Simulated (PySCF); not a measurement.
EPR calculation, with input and output: Si$_{2}$NH$_{5}$O

Si$_{2}$NH$_{5}$O, multiplicity 3, SMILES N[Si]O[SiH3], computed with UKS BHandHLYP, IGLO-III on N O Si, pcH-1 on H, non-relativistic, mean-field spin-orbit, GIAO (PySCF 2.14.0).

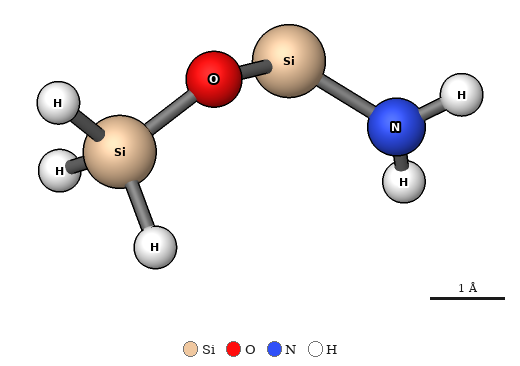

The input geometry (ball-and-stick view, seen at a tilt).

**Input**
```
{"job": {"kind": "epr", "xc": "BHandHLYP"}, "charge": 0, "multiplicity": 3}
Si     0.725517    -0.540655    -1.179103
O      0.346688    -0.789064     0.435418
Si     0.257845     0.140313     1.814575
N     -0.531881    -0.128991    -2.290421
H     -1.089281     0.777744     1.921335
H      1.298692     1.213872     1.794791
H      0.475574    -0.745970     2.992409
H     -0.886781    -0.818515    -2.945650
H     -0.607294     0.812632    -2.662294
```

The first line tells a small driver script what to run in PySCF; the rest is the geometry in Å.

Machine: 1 CPU thread, shared host.

Launched with:
```bash
OMP_NUM_THREADS=1 python <driver script> task.json out
```

**What the program printed**
```
UKS, coarse grid
  cycle   1  E = -711.85646266  |g| = 5.28e-01
  cycle   2  E = -711.77548203  |g| = 7.20e-01
  cycle   3  E = -711.96405115  |g| = 6.05e-02
  cycle   4  E = -711.96563376  |g| = 3.51e-02
  cycle   5  E = -711.96622190  |g| = 8.17e-03
  cycle   6  E = -711.96631027  |g| = 3.63e-03
  cycle   7  E = -711.96634141  |g| = 1.51e-03
  cycle   8  E = -711.96634877  |g| = 6.82e-04
UKS, final grid
  cycle   1  E = -711.96635650  |g| = 4.09e-04
  cycle   2  E = -711.96635685  |g| = 3.46e-04
  cycle   3  E = -711.96635696  |g| = 1.86e-04
  cycle   4  E = -711.96635709  |g| = 1.04e-04
  cycle   5  E = -711.96635711  |g| = 2.13e-05
  cycle   6  E = -711.96635711  |g| = 6.59e-06
E = -711.96635711 Eh   <S^2> = 2.0047 (exact 2.0000)
g shifts (ppm)      1          2          3
  rmc          -171       -171       -171
  gc             46         18         38
  oz_so       -2473       -647       -214
  total       -2597       -799       -346
hyperfine (MHz)  atom isotope    a_iso     a_fc   dipolar eigenvalues
    0  29Si    -751.38    -752.76    -84.77      8.55     76.23
    1   17O     -58.32     -58.31    -13.29      0.38     12.91
    2  29Si     -17.76     -17.79     -2.57      0.84      1.73
    3   14N      20.93      20.94     -4.91     -4.33      9.24
    4    1H       2.36       2.36     -1.18     -1.06      2.23
    5    1H      -1.76      -1.76     -1.85     -1.32      3.18
    6    1H       0.37       0.37     -1.10     -0.99      2.09
    7    1H      22.67      22.66     -7.62     -2.57     10.19
    8    1H      23.17      23.16     -7.64     -2.48     10.11
zero-field splitting (cm-1)  D = -0.1189  E = -0.0219  (spin-spin -0.2053, spin-orbit -0.1155)
```

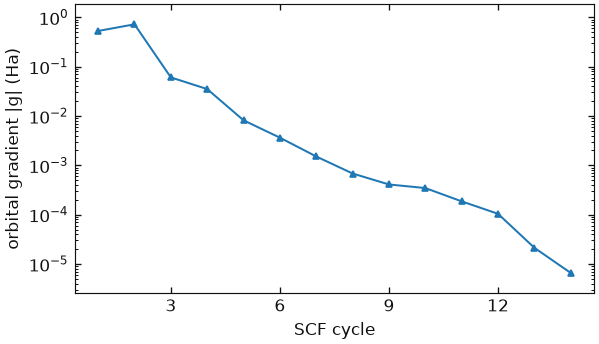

Convergence of the self-consistent field: orbital gradient |g| against the SCF cycle. All cycles printed in the log are drawn one after another.

**Key numbers**

- outcome: converged
- total energy: −711.966357 hartree
- ⟨S²⟩: 2.005
- isotropic g: 2.0011
- wall time: 47 s
- peak memory: 0.62 GiB
